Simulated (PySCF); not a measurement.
Vertical excitations of a molecule CH9FN2Si2 from TDA-B3LYP/def2-SVPD run with PySCF, as energy in eV (oscillator strength): 6.05 (0.018), 6.31 (0.038), 6.56 (0.003), 6.76 (0.013), 6.83 (0.078), 7.30 (0.004). Lowest triplet (TDA): 5.75 eV. Geometry: B3LYP-D3(BJ)/def2-SVP. Other conformers were not sampled.

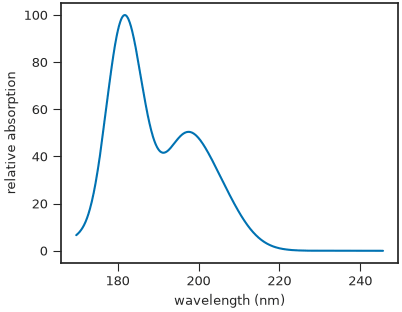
Fig. 1. The lines broadened by 0.4 eV.

Question: Pick the molecule that these values belong to.
A) N[SiH2]N[SiH2]CF
B) N[SiH](N)C[SiH2]F
C) N[SiH](N)[C@@H](F)[SiH3]
D) CN[Si@@H](F)N[SiH3]

Answer: A, N[SiH2]N[SiH2]CF
